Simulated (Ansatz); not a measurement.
Consider C$_{8}$H$_{20}$O$_{4}$W (triplet).

```xyz
33

C     0.6759   -2.9142   -1.5204
C     0.4628   -1.7095   -2.4325
C    -0.5803    2.3172   -1.6852
C     0.5724    3.1096   -1.0772
C    -3.4030    0.4941    0.9233
C    -3.1934    1.3421    2.1709
C     1.5290    0.0078    2.3158
C     1.0476    1.3786    2.7716
O     0.2361   -0.4877   -1.7458
O    -1.2292    1.4903   -0.7307
O    -2.3338   -0.4261    0.7249
O     0.6538   -0.5909    1.3755
W    -0.5682   -0.1865   -0.0013
H     1.5356   -2.7532   -0.8382
H    -0.2240   -3.1173   -0.8999
H     0.8771   -3.8258   -2.1201
H    -0.3930   -1.9013   -3.1217
H     1.3603   -1.5614   -3.0757
H    -0.2101    1.6952   -2.5314
H    -1.3525    3.0143   -2.0822
H     0.2237    3.7237   -0.2215
H     1.3678    2.4258   -0.7130
H     1.0271    3.7864   -1.8295
H    -3.4883    1.1502    0.0281
H    -4.3402   -0.1003    1.0085
H    -4.0613    2.0120    2.3429
H    -2.2891    1.9746    2.0584
H    -3.0664    0.7024    3.0682
H     2.5443    0.0792    1.8624
H     1.6059   -0.6860    3.1823
H     0.9795    2.0806    1.9150
H     1.7501    1.8071    3.5150
H     0.0447    1.3083    3.2394
```

Geometry: PBE-D3(BJ)/def2-SVP; core potentials replace the inner electrons of W.

Computed with Ansatz 0.2.0, isolated molecule in a Gaussian basis; Kohn-Sham density functional theory, functional PBE0.

> What will maps of the electron density, electron localisation function and spin density show?

C–H (1.11 Å): the density is about 1.9 e/Å³ at the midpoint; the ELF climbs to about 1 towards the hydrogen, as it does in any bond to H: a covalent bond by its length.
The unpaired spin (2 electrons) lies mostly on W13 (about 1.6) and O10 (about 0.1), in electrons by Hirshfeld's partition.

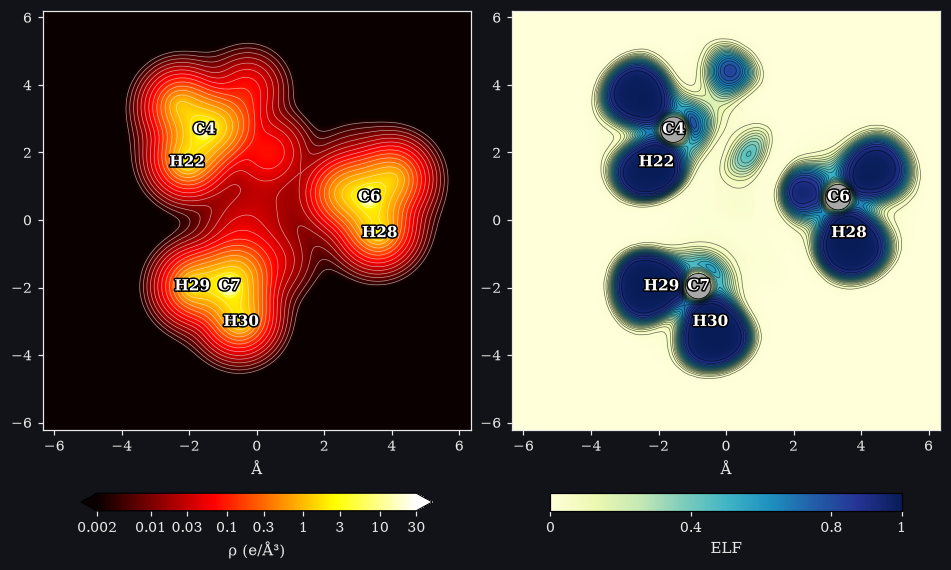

Computed electron density and electron localisation function on the plane of atoms H29, C7 and H30, in this order. Grey discs cover the atomic cores in the ELF map. 
